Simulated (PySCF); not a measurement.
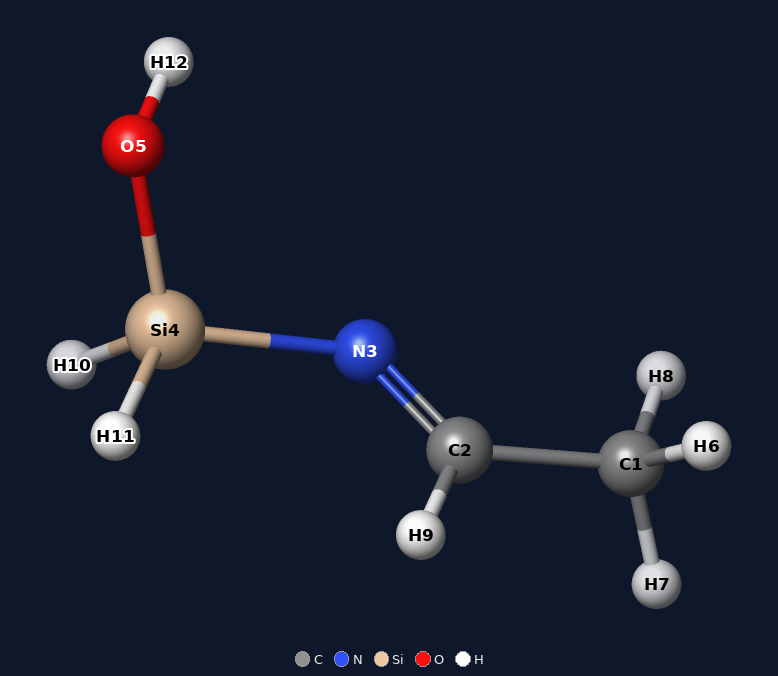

The computed structure is the end point of a PBE0-D3(BJ)/def2-SVP optimisation. No frequency run is at hand to confirm it as a minimum. Electric field gradients from the ground-state density, PBE0/6-31G (PySCF 2.14.0), non-relativistic apart from any core potentials.

Give the largest field-gradient component, the quadrupole coupling constant and the asymmetry for 14N at N3 (Q = 20.44 mb), 17O at O5 (Q = −25.6 mb), 2H at H6 (Q = 2.86 mb), 2H at H7 (Q = 2.86 mb).

```csv
atom,V_zz (a.u.),e²qQ/h (MHz),η
N3,−0.902,−4.33,0.45
O5,1.449,−8.71,0.74
H6,0.301,0.202,0.03
H7,0.301,0.202,0.04
```
